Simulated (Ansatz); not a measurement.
# CaY: how the settings move a single-point run

Question: which choices in the input matter for CaY?

Method: reference: DFT, LDA, all-electron LAPW, scalar-relativistic, in Ansatz 0.2.0.

## (1) The structure to begin with

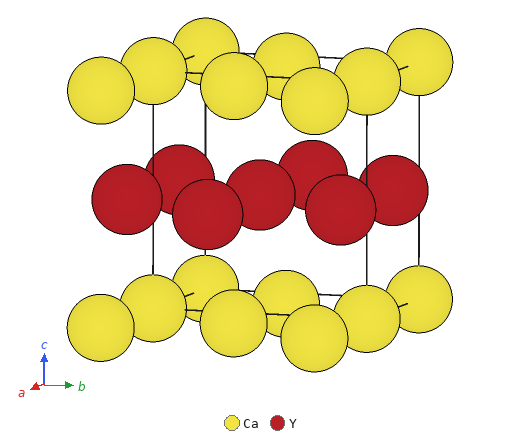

The starting structure, seen slightly off an axis (calcium yellow, yttrium red). 2×1×1 cells are drawn. Atoms on the faces are drawn again on the opposite ones. The cell drawn here is the conventional one.

As a file:

```xyz
2
Lattice="1.9767 -2.9332 0.0000 1.9767 2.9332 0.0000 -0.0302 0.0000 6.1761" Properties=species:S:1:pos:R:3 pbc="T T T"
Ca    0.0000    0.0000    0.0000
Y     1.9616    0.0000    3.0881
```

## (2) Baseline

Input file input.yaml:

```yaml
crystal:
  lattice:
    - [1.9766574348, -2.933238, 0.0]
    - [1.9766574348, 2.933238, 0.0]
    - [-0.0302115573, 0.0, 6.176133271]
  atoms:
    - { symbol: Ca, position: [0.0, 0.0, 0.0] }
    - { symbol: "Y", position: [0.5, 0.5, 0.5] }
kpoints:
  mp_grid: { grid: [9, 9, 5] }
scf:
  occupations: { method: fermi_dirac, width: 0.1 }
  lower_state_search: "off"
hamiltonian:
  xc: lda
  pseudopotentials: { kind: all_electron, lapw: { basis_error: 0.0005 } }
output:
  forces: true
  stress: true
  eigenvalues: false
  populations: true
  dos: { projected: true, de: 0.1, e_range: [-8, 5] }
```

Launch:

```
$ ansatz run input.yaml --threads 1 --pin off --max-ram 3072MiB --backend cpu --events-out ev --progress --plain --runs-dir out
```

From the output:

```text
[...]
Basis set: ecut = 144.0240614429154 eV, 283 PW (Γ), exchange–correlation at level 2
[...]
k-points: 115 of 405
[...]
SCF iter   1: F=—  HF=-110486.412497 eV  |F-HF|=—  |Δ(HF+E_count)|=         —  Δρ=8.23e-3  dr2=7.69e-2  ethr=2.48e-4  ⟨swp⟩=3.0  Hψ=15139  notcnv=0
preconditioner: auto → Kerker (q_TF=auto, 2.373 Å⁻¹)  [metal: Δε(μ)=0.048 eV  Ē_g=2.695 eV  σ=0.100 eV  W_gap=0.12  n_scr=22 (ndim 8)  ℏωp=9.8 eV  f_vac=0.000  D(μ)=3.40/eV (n_scr^D=30)]
SCF iter   2: F=—  HF=-110486.387076 eV  |F-HF|=—  |Δ(HF+E_count)|=   2.54e-2  Δρ=6.30e-3  dr2=1.22e-1  ethr=2.48e-4  ⟨swp⟩=2.6  Hψ=7781  notcnv=0
[...]
SCF iter   8: F=—  HF=-110486.372594 eV  |F-HF|=—  |Δ(HF+E_count)|=   2.91e-6  Δρ=1.38e-5  dr2=3.77e-7  ethr=8.61e-9  ⟨swp⟩=2.4  Hψ=7459  notcnv=0
SCF iter   9: F=-110486.372594 eV  HF=-110486.372594 eV  |F-HF|=4.64e-9  |Δ(HF+E_count)|=   8.89e-8  Δρ=6.81e-6  dr2=4.27e-8  ethr=1.22e-9  ⟨swp⟩=2.3  Hψ=7441  notcnv=0
[...]
SCF converged after 9 iterations
Free energy (F): -110486.372594 eV
[...]
E sigma→0 (E₀):  -110486.313944 eV
[...]
Fermi energy:    7.935662 eV
[...]
  P = ⅓ Tr σ = -2.5068 GPa (-25.068 kbar)
[...]
```

It took 14 s on 1 thread of Intel Xeon Platinum 8488C (Sapphire Rapids), shared host; peak memory 0.46 GiB.

## (3) Changing settings: lower_state_search light

input.yaml, as its differences from that of step 2:

```diff
@@ -12,3 +12,3 @@
   occupations: { method: fermi_dirac, width: 0.1 }
-  lower_state_search: "off"
+  lower_state_search: light
 hamiltonian:
@@ -21,2 +21 @@
   populations: true
-  dos: { projected: true, de: 0.1, e_range: [-8, 5] }
```

Launch:

```
$ ansatz run input.yaml --threads 1 --pin off --max-ram 3072MiB --backend cpu --events-out ev --progress --plain --runs-dir out
```

The program printed (excerpt; [...] marks lines left out):

```text
settings of this run that can trade accuracy for cost: output.eigenvalues: false. Do not mix this run's numbers with those of runs without the same settings; the input reference describes each key
Ca: projections on atomic orbitals take those of the free atom 1s2 2s2 2p6 3s2 3p6 4s2, of charge +0.00 (hamiltonian.pseudopotentials.projection_atoms)
Y: projections on atomic orbitals take those of the free atom 1s2 2s2 2p6 3s2 3p6 3d10 4s2 4p6 4d1 5s2, of charge +0.00 (hamiltonian.pseudopotentials.projection_atoms)
LAPW: plane waves up to 6.148 Å⁻¹, error target 5.0e-4 eV per atom; small_component_spin mean_spin; Ca in spheres of 1.769 Å, 10 of its electrons in bands, Dirac shells []; Y in spheres of 1.769 Å, 21 of its electrons in bands, Dirac shells []
[...]
Pseudopotentials: kind: all_electron
Pseudopotential: Ca, LAPW, valence charge 10, Koelling and Harmon's equation, gaussian nucleus
Pseudopotential: Y, LAPW, valence charge 21, Koelling and Harmon's equation, gaussian nucleus
Functional definition: SPW92
[...]
Crystal: 2 atoms, lattice volume = 71.619 Å³
Basis set: ecut = 144.0240614429154 eV, 283 PW (Γ), exchange–correlation at level 2
Bands: 20, of which v1, the nominal top of the filled ones, is band 16 counted from 1 (15 counted from 0)
Symmetry: 4 space group operations
Space group: C2/m (ITA 12), of the structure as read, at distance tolerance 4.2e-5 Å
k-points: 115 of 405
[...]
SCF iter   1: F=—  HF=-110486.412497 eV  |F-HF|=—  |Δ(HF+E_count)|=         —  Δρ=8.23e-3  dr2=7.69e-2  ethr=2.48e-4  ⟨swp⟩=3.0  Hψ=15139  notcnv=0
[...]
the basis was enlarged: its passes take 49.2 KiB over the memory plan, 1 of 1 planned eigensolver slots
[...]
SCF iter   9: F=-110486.372594 eV  HF=-110486.372594 eV  |F-HF|=4.64e-9  |Δ(HF+E_count)|=   8.89e-8  Δρ=6.81e-6  dr2=4.27e-8  ethr=1.22e-9  ⟨swp⟩=2.3  Hψ=7441  notcnv=0
[...]
SCF converged after 9 iterations
Free energy (F): -110486.372594 eV
[...]
E sigma→0 (E₀):  -110486.313944 eV
Entropy (-TS):   -0.117299 eV (-58.649 meV/atom)
Fermi energy:    7.935662 eV
[...]
--- Forces (eV/Å), atoms counted from 1 ---
  atom   1  Ca    -0.00000000     0.00000000    -0.00000000
  atom   2  Y      0.00000000     0.00000000    -0.00000000
[...]
--- Stress (GPa, compression-positive) ---
       -2.524285      -0.000000       0.083971
       -0.000000      -2.207981       0.000000
        0.083971       0.000000      -2.788162
  P = ⅓ Tr σ = -2.5068 GPa (-25.068 kbar)
--- Löwdin populations: 2 sites ---
  site symbol       q [e]
     0     Ca     19.0378
     1      Y     39.4267
  spilling = 0.009076 (of n_electrons = 59.000000)
settings of this run that can trade accuracy for cost: output.eigenvalues: false. Do not mix this run's numbers with those of runs without the same settings; the input reference describes each key
```

Wall time 13 s (1 thread of Intel Xeon Platinum 8488C (Sapphire Rapids), shared host); peak memory 0.47 GiB.

The changed input (search for lower states) leaves the energy the same to the digits printed.

## (4) Side by side

```tsv
run	ending	energy change	pressure (GPa)	gap (eV)	force (eV/Å)	cycles	time
reference	converged	0	-2.5	0.00	0.00	9	14 s
1: lower_state_search light	converged	0.0 meV/atom	-2.5	0.00	0.00	9	13 s
```

Times don't compare one to one where runs were asked for different outputs or read a saved state (see the inputs); cycles may leave out searches for a lower state.

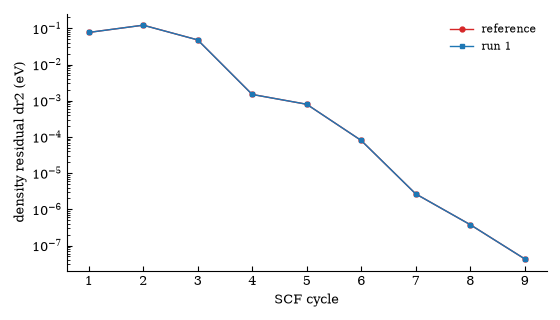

Residual by cycle in the longest SCF loop of each run; runs are numbered as in the table.

**Reading.** The changed input (search for lower states) leaves the energy the same to the digits printed.
